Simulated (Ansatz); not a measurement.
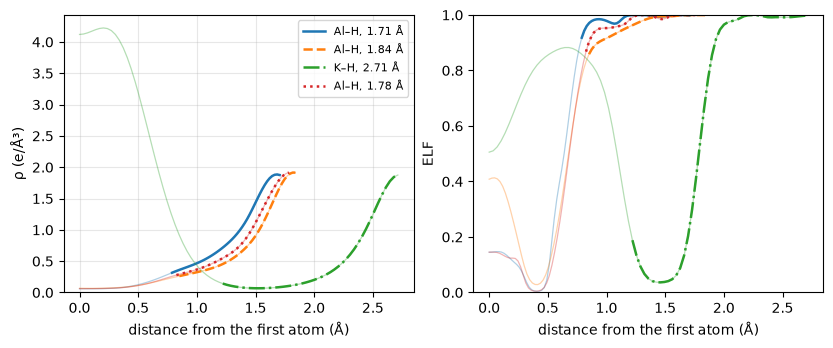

The picture shows: KAl$_{3}$H$_{9}$. Valence pseudo-density and electron localisation function along straight lines between neighbouring atoms. Thin, pale parts lie inside the atomic spheres.

Space group Pmm2; a structure generated by program, which may or may not match a known phase; computed without spin polarisation.

All numbers below come from Ansatz, DFT PBE, scalar-relativistic, plane waves, PAW.

The density is the valence pseudo-density of a PAW calculation; it isn't the true density close to the nuclei.

> What can be read from the curves?

Al–H (1.71 Å): the density is about 0.36 e/Å³ at the midpoint; the ELF peaks at about 1 in the valence shell of H, 0.4 Å from its nucleus, and is about 1 at the midpoint.
Al–H (1.84 Å): the density is about 0.29 e/Å³ at the midpoint; the ELF climbs to about 1 towards the hydrogen.
K–H (2.71 Å): ρ is about 0.09 e/Å³ halfway; the ELF climbs to about 1 towards the hydrogen.
Al–H (1.78 Å): ρ at the midpoint is about 0.31 e/Å³; the ELF climbs to about 1 towards the hydrogen.
